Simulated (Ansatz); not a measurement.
# AsH₃+ (doublet): inputs that go wrong

3 inputs are run for AsH₃+ (doublet) as typed; the log has to tell whether the result can be used and what must change.

The runs use Ansatz 0.2.0, Gaussian basis; the settings change from run to run.

14 further runs of the same task are left out: 6 that didn't finish, 8 set aside as unsound or not needed.

## 1. The system

The geometry is a PBE0/def2-TZVP stationary point (not a proven minimum) of the parent state, kept for this charge and spin. No spin-orbit coupling is included. The filled d shell of As may be among the frozen orbitals whatever the setting's name suggests; the logs give the count.

4 atoms, charge 1, spin multiplicity 2.

Atoms are counted from 1 here; the program's logs count them from 0.

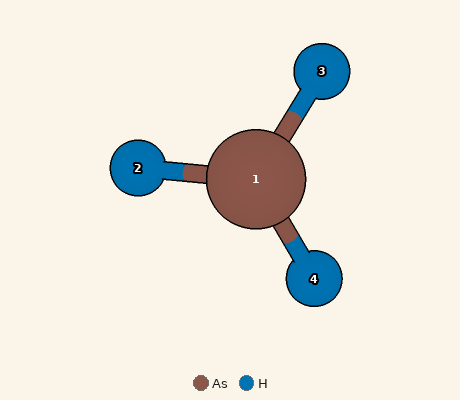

The structure; arsenic brown, hydrogen blue; atoms are numbered from 1 in the order of the file.

## 2. Attempt 1

Input file in.yaml:

```yaml
crystal:
  periodic: [false, false, false]
  atoms:
    - {symbol: As, position_ang: [0.000180, 0.000018, -0.032875]}
    - {symbol: H, position_ang: [1.259297, 0.013995, 0.821503]}
    - {symbol: H, position_ang: [-0.648855, 1.086822, 0.811601]}
    - {symbol: H, position_ang: [-0.623856, -1.102121, 0.810570]}
basis:
  gaussian: {orbitals: "6-31G*"}
total_charge: 1
magnetization: {spin_polarized: false, initial_magnetization: 1}
correlation: {method: fic_mrcisd_q, electrons: outside_noble_gas, active_space: {window: {electrons: 3, orbitals: 3}, places: [1, 2]}}
```

The run is started by

```bash
> ansatz run in.yaml --threads 1 --pin off --events-out ev --progress --plain --max-ram 2393MiB
```

The program printed:

```text
Error: invalid value for `correlation.active_space`: name one of window, places and ras
```

It took 0.03 s on 1 thread of Intel Xeon 6975P-C, shared host.

Diagnosis: The run was refused. The active space is defined twice. To mend it, keep one definition.

## 3. Attempt 2

Input file in.yaml:

```yaml
crystal:
  periodic: [false, false, false]
  atoms:
    - {symbol: As, position_ang: [0.000180, 0.000018, -0.032875]}
    - {symbol: H, position_ang: [1.259297, 0.013995, 0.821503]}
    - {symbol: H, position_ang: [-0.648855, 1.086822, 0.811601]}
    - {symbol: H, position_ang: [-0.623856, -1.102121, 0.810570]}
basis:
  gaussian: {orbitals: cc-pVDZ}
total_charge: 1
magnetization: {spin_polarized: false, initial_magnetization: 1}
hamiltonian: {xc: r2scan}
correlation: {active_space: {window: {electrons: 3, orbitals: 3}}}
```

The command is unchanged.

The program printed:

```text
Error: invalid value for `correlation.active_space`: it starts from restricted Hartree–Fock orbitals; set hamiltonian.xc: hf without magnetization.spin_polarized
```

Wall time 0.03 s (1 thread of Intel Xeon 6975P-C, shared host).

Diagnosis: The run was refused. An active space is asked on a functional's orbitals. To mend it, start from Hartree-Fock.

## 4. Attempt 3

Input file in.yaml:

```yaml
crystal:
  periodic: [false, false, false]
  atoms:
    - {symbol: As, position_ang: [1.559297, 0.063995, 1.121503]}
    - {symbol: H, position_ang: [1.259297, 0.013995, 0.821503]}
    - {symbol: H, position_ang: [-0.648855, 1.086822, 0.811601]}
    - {symbol: H, position_ang: [-0.623856, -1.102121, 0.810570]}
basis:
  gaussian: {orbitals: STO-3G}
total_charge: 1
magnetization: {spin_polarized: false, initial_magnetization: 1}
correlation: {active_space: {window: {electrons: 5, orbitals: 6}, states: [{multiplicity: 2, weights: [1, 0.5, 0.5]}, {multiplicity: 4, weights: [1]}]}}
```

Launched as before.

The program printed, shortened:

```text
Functional definition: HF
  name "HF"
  cite "Fock, Z. Phys. 61, 126 (1930) doi:10.1007/BF01340294"
  parent pbe
[...]
248 factors; integrals over basis functions are off by at most 4.0e-8 eV
[...]
mean field -60035.98637167 eV, -2206.2818053057 hartree, gradient 1.4e-6 eV, S^2 0.750000; 10 other end points of the search recorded, 0 dependent functions left out
reference -60035.98637167 eV, -2206.2818053057 hartree; 18, 17 occupied and 3, 4 virtual orbitals, 248 factors
state -60040.59177093 eV, -2206.4510506070 hartree
state -60038.85079987 eV, -2206.3870711005 hartree
state -60038.50397710 eV, -2206.3743255988 hartree
state -60040.11969793 eV, -2206.4337022440 hartree
Total energy: -60039.79628578 eV, -2206.4218170669 hartree
```

Wall time 0.75 s (1 thread of Intel Xeon 6975P-C, shared host).

**Diagnosis.** The run converged, which proves nothing about the input. One atom lies on top of another. The shortest distance is 0.43 Å, against 1.52 Å in the geometry of step 1. Its energy belongs to another geometry. To mend it, restore its position.

## 5. Summary

```
attempt                 level      ended                                                cause    time
      1  MRCISD+Q(3,3)/6-31G*    refused                    the active space is defined twice  0.03 s
      2   CASSCF(3,3)/cc-pVDZ    refused  an active space is asked on a functional's orbitals  0.03 s
      3    CASSCF(5,6)/STO-3G  converged                      one atom lies on top of another  0.75 s
```

2 refused, 1 converged. The input that converges on a wrong geometry or spin is the dangerous one: no error points at it, so geometry and ⟨S²⟩ have to be checked.
